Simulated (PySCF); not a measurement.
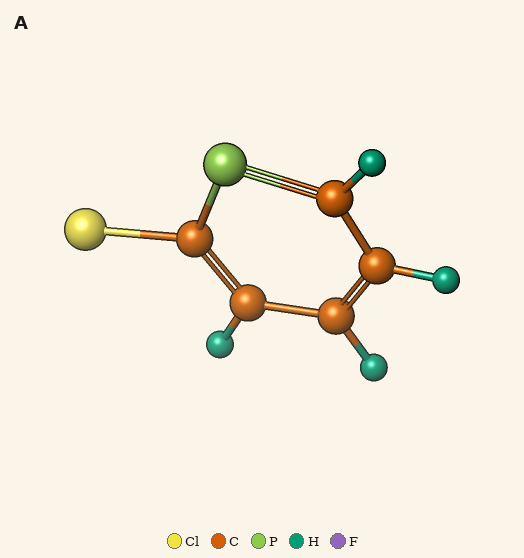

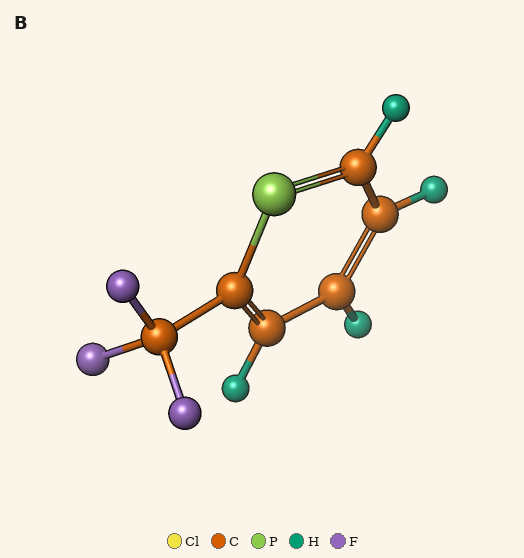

Two related species, optimised with GFN2-xTB; properties computed with PySCF 2.14.0. Both: charge 0, singlet.

Question. What are A and B?

Answer. A is C5H4ClP (Clc1ccccp1), B is C6H4F3P (FC(F)(F)c1ccccp1).

Compare them. With CAM-B3LYP/def2-SVPD: dipole moment (D), HOMO–LUMO gap (eV), HOMO energy (Kohn–Sham orbital) (eV), lowest vertical singlet excitation (eV), mean static polarisability (bohr³). With GFN2-xTB: mean P–C length (Å).

```
                               quantity      A      B
                      dipole moment (D)   2.69   3.86
                     HOMO–LUMO gap (eV)   7.53   7.79
   HOMO energy (Kohn–Sham orbital) (eV)  −8.31  −8.83
lowest vertical singlet excitation (eV)   4.65   4.84
     mean static polarisability (bohr³)   94.3   92.9
                    mean P–C length (Å)  1.739  1.739
```

Each is one conformer, and no frequency run is at hand to confirm it as a minimum.

The geometry is semi-empirical. Around P such bond lengths and angles can be off by a tenth of an ångström or more and by several degrees, and values that hang on the shape move with them.
